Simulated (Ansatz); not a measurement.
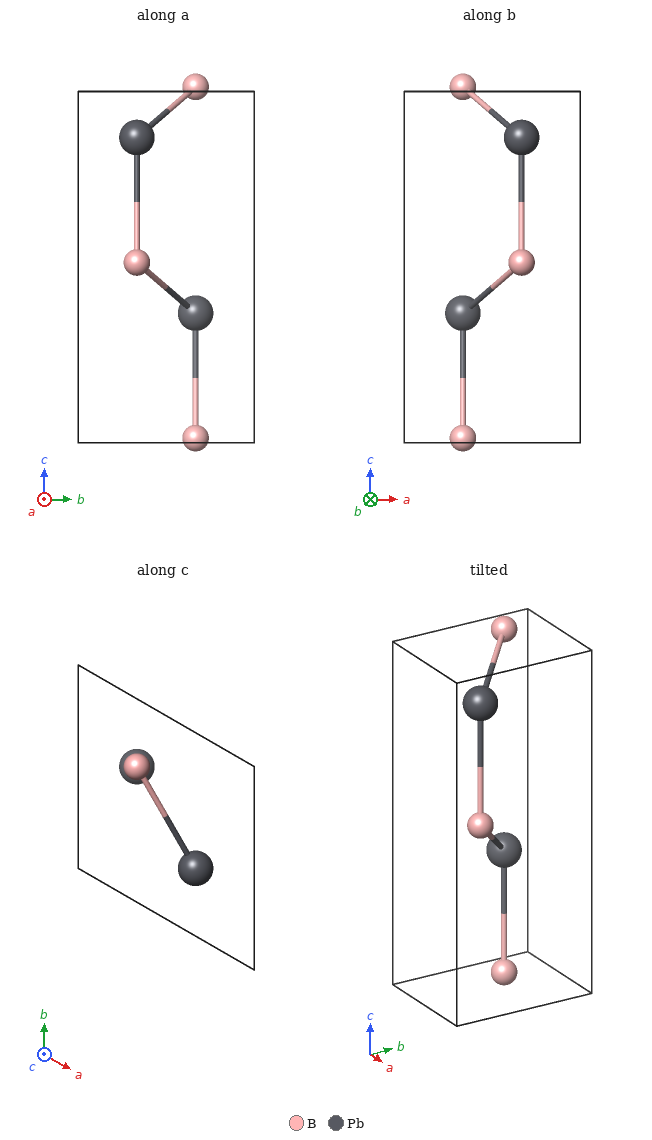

A ball-and-stick rendering, viewed along the a axis, along the b axis, along the c axis and slightly off an axis. Lines trace the edges of the conventional unit cell.

Lattice parameters: a = 3.8257 Å, b = 3.8257 Å, c = 6.6083 Å, α = 90.000°, β = 90.000°, γ = 120.000°.

**Turn the picture into a CIF with its space group and independent sites, with free fractional coordinates to two decimals.**

```cif
data_structure
_symmetry_space_group_name_H-M 'P 63 m c'
_symmetry_Int_Tables_number 186
_cell_length_a 3.8257
_cell_length_b 3.8257
_cell_length_c 6.6083
_cell_angle_alpha 90.000
_cell_angle_beta 90.000
_cell_angle_gamma 120.000
_cell_volume 83.76
loop_
_atom_site_label
_atom_site_type_symbol
_atom_site_symmetry_multiplicity
_atom_site_Wyckoff_symbol
_atom_site_fract_x
_atom_site_fract_y
_atom_site_fract_z
_atom_site_occupancy
B1 B 2 b 0.3333 0.6667 0.01 1
Pb1 Pb 2 b 0.3333 0.6667 0.37 1
```

Provenance: a structure type filled with these elements by a generator (whether the compound takes this form wasn't checked). This is the structure after a relaxation with DFT PBE, scalar-relativistic, plane waves, PAW in Ansatz.
